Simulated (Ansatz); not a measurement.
```
atom    x (Å)    y (Å)    z (Å)
   O  -1.8277  -1.2019   0.4829
   C  -0.7854  -0.6196   0.2394
  Si   0.9235  -1.5137   0.4374
  Al  -0.9836   1.3077  -0.3700
   O   0.4793   2.0943  -0.7005
   H   1.7302  -0.7305   1.4123
   H   1.6100  -1.4688  -0.8822
   H   0.7588  -2.9162   0.8979
   H  -2.3984   1.9997  -0.5184
   H   0.5763   2.9978  -0.9959
```

Geometry: PBE0-D4/def2-TZVP.

All numbers below come from Ansatz 0.2.0, RKS PBE0-D4/def2-TZVPP.

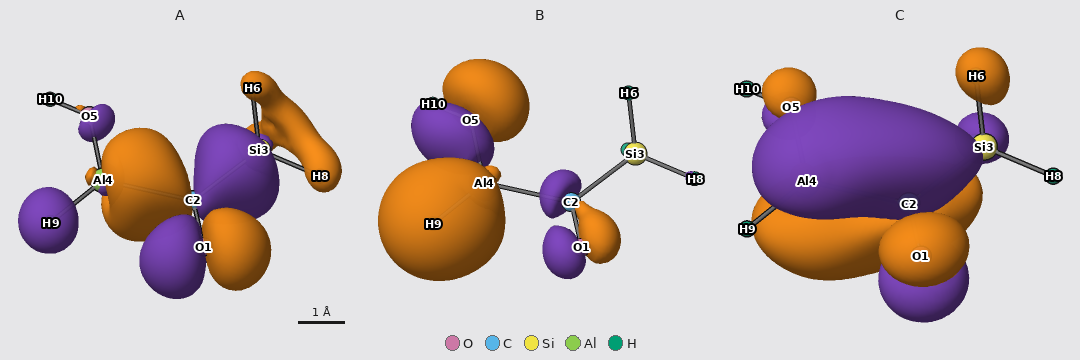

CH5AlO2Si (SMILES O=[C]([SiH3])[AlH][OH]). Three frontier orbitals at ±0.08 Å⁻³ᐟ² (orange and purple are the two phases), in no order.

Order the three orbitals by energy and name them.

Answer. B is the HOMO−1 (−9.17 eV). It lies mainly on O5 (about 35 %), H9 (about 35 %) and Al4 (about 25 %). A is the HOMO (−6.06 eV). It lies mainly on O1 (about 40 %), C2 (about 25 %), Si3 (about 15 %) and Al4 (about 15 %). C is the LUMO (−2.23 eV). Its weight (Hirshfeld) is mainly on Al4 (about 30 %), C2 (about 30 %) and O1 (about 25 %); π-bonding across Al4–C2.

What is the HOMO–LUMO gap?

Answer. 3.83 eV between the orbital energies.
